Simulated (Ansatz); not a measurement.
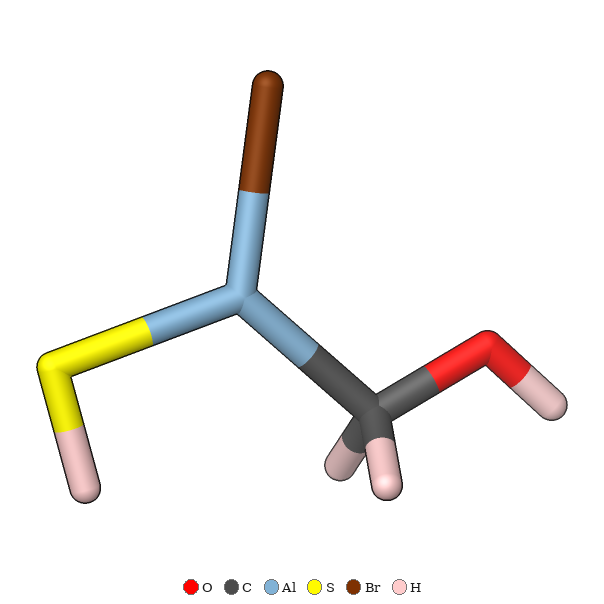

Stick drawing of a structure. Every bond is drawn as one stick, whatever its order.

Identify the structure.

Formula CH₄AlBrOS. SMILES: `O[CH2][Al]([SH])[Br]`. Among its groups: alcohol. The point group is Cs. Coordination: 1 O bent; 1 C tetrahedral; 1 Al trigonal planar; 1 S bent.

The parts below concern this one geometry. Atoms keep their numbers from picture to picture. The computed structure is the end point of a PBE0-D4/def2-TZVP optimisation.

## Vibrations

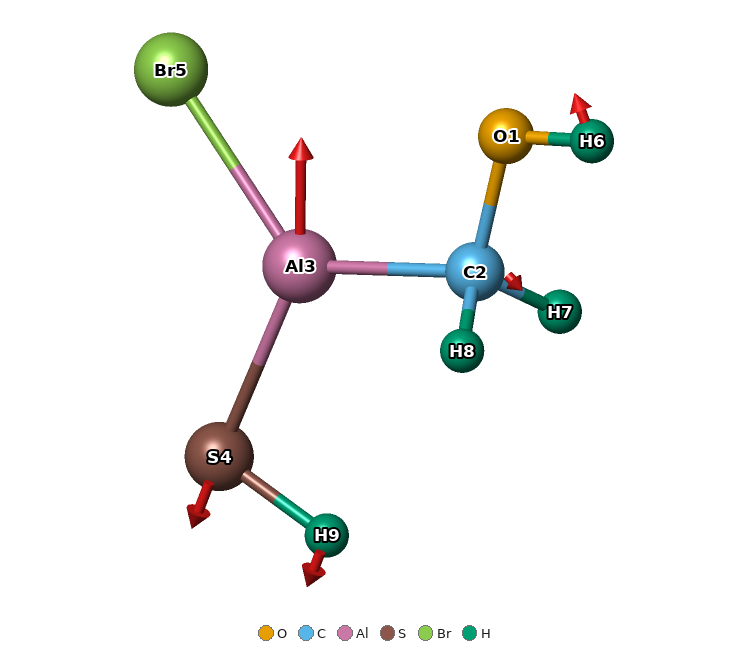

The arrows show one normal mode. Harmonic vibrations computed with RKS PBE0-D4/def2-TZVP (Ansatz 0.2.0) at a stationary point of the same level.

> At what wavenumber does it lie?

546 cm⁻¹; it is mode 9 of 21 counted from the lowest.

## Levels of theory compared

Program: Ansatz 0.2.0.

At this fixed geometry, give HOMO–LUMO gap (eV), HOMO energy (eV) at these levels: B97M-V/def2-TZVPP; PBE0-D4/def2-QZVPP; r2SCAN-D4/def2-TZVPP; r2SCAN0-D4/def2-TZVPP; ωB97M-V/def2-QZVPP; ωB97M-V/def2-SVP; ωB97X-V/def2-TZVPP.

| level | HOMO–LUMO gap (eV) | HOMO energy (eV) |
| --- | --- | --- |
| B97M-V/def2-TZVPP | 5.57 | −6.91 |
| PBE0-D4/def2-QZVPP | 7.00 | −7.87 |
| r2SCAN-D4/def2-TZVPP | 5.55 | −6.84 |
| r2SCAN0-D4/def2-TZVPP | 7.38 | −8.04 |
| ωB97M-V/def2-QZVPP | 10.77 | −10.07 |
| ωB97M-V/def2-SVP | 10.86 | −9.86 |
| ωB97X-V/def2-TZVPP | 11.29 | −10.20 |

## Charges

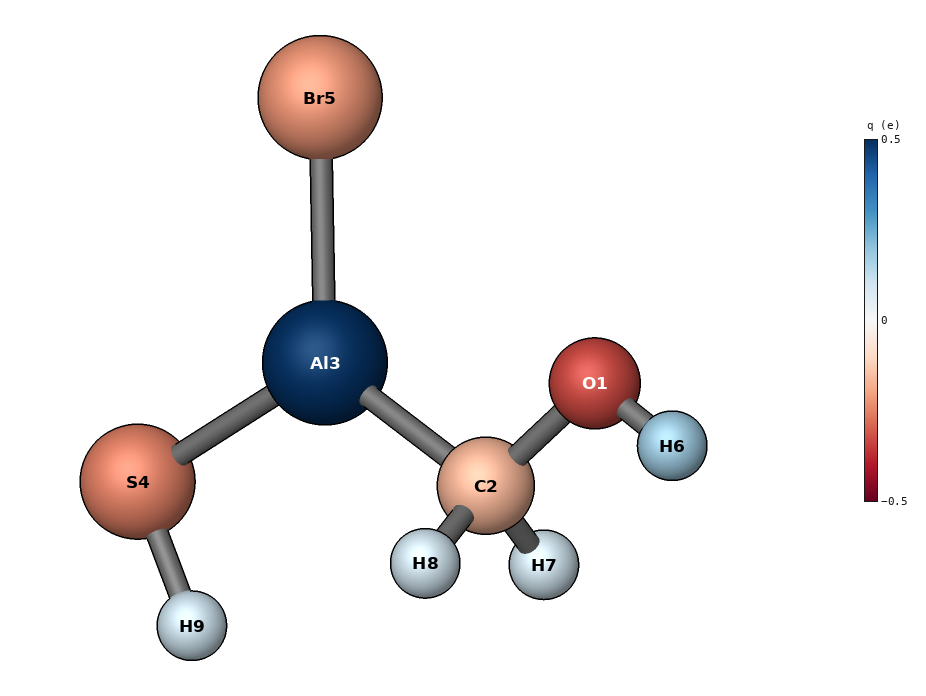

Atoms are coloured by their Mulliken charges. Method: RKS B3LYP-D4/def2-TZVPP (Ansatz 0.2.0).

Give the Mulliken charges atom by atom.

```json
{"atom": "O1", "value (e)": "−0.33"}
{"atom": "C2", "value (e)": "−0.17"}
{"atom": "Al3", "value (e)": "0.50"}
{"atom": "S4", "value (e)": "−0.25"}
{"atom": "Br5", "value (e)": "−0.22"}
{"atom": "H6", "value (e)": "0.18"}
{"atom": "H7", "value (e)": "0.10"}
{"atom": "H8", "value (e)": "0.10"}
{"atom": "H9", "value (e)": "0.10"}
```

## Dipole moment

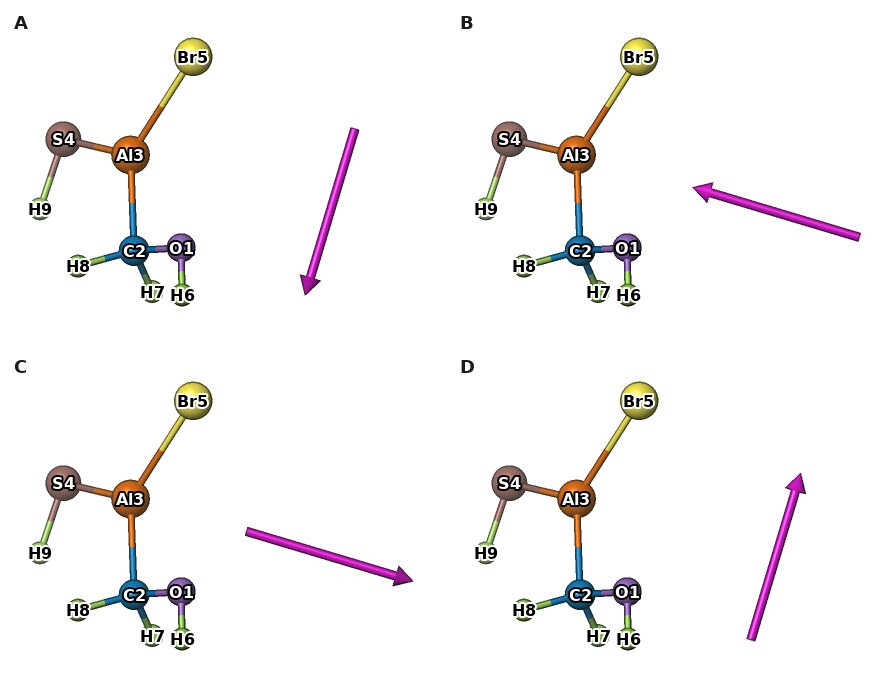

The same molecule four times, each with an arrow. Properties computed with RKS ωB97M-V/def2-TZVPP (Ansatz 0.2.0).

> Which arrow points along the dipole moment, from the negative to the positive end?

A. The dipole moment is 3.58 D; it points from the side of Br5 to the side of H6, H7, H8 (the outermost atoms at the two ends).

Mulliken values depend strongly on the basis set and can even reverse the polarity of a bond.
